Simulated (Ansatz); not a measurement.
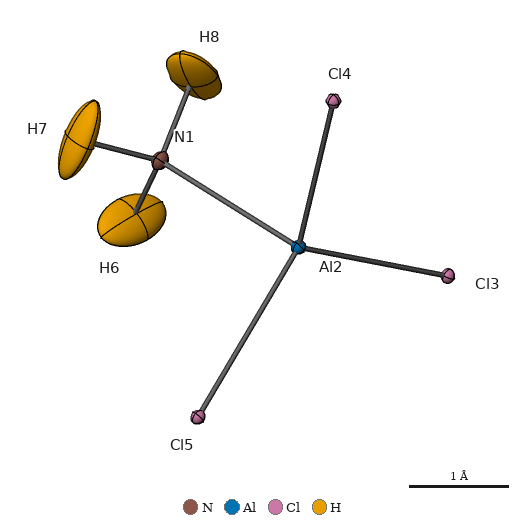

Displacement ellipsoids at the 50 % level, from the internal vibrations of the free molecule (harmonic, no overall translation or rotation; no half-axis is drawn under 0.075 Å). Vibrations computed with RKS PBE0-D4/def2-TZVP (Ansatz 0.2.0). Temperature: 0 K (zero-point motion alone).

### Which atom has the largest mean-square displacement?

H6, H7, H8, with U_eq = 0.0385 Å².

### Does H7 move more along its bond or across it?

Across it: the root-mean-square amplitude is 0.092 Å along the bond and up to 0.282 Å across, since bending and torsion are softer than stretching.

List U_eq and the three principal root-mean-square amplitudes for each kind of atom.

```json
{"atom": "N1", "U_eq (Å²)": "0.0038", "rms amplitudes (Å)": "0.053, 0.065, 0.065"}
{"atom": "Al2", "U_eq (Å²)": "0.0015", "rms amplitudes (Å)": "0.037, 0.037, 0.041"}
{"atom": "Cl3, Cl4, Cl5", "U_eq (Å²)": "0.0012", "rms amplitudes (Å)": "0.030, 0.036, 0.039"}
{"atom": "H6, H7, H8", "U_eq (Å²)": "0.0384", "rms amplitudes (Å)": "0.089, 0.167, 0.282"}
```
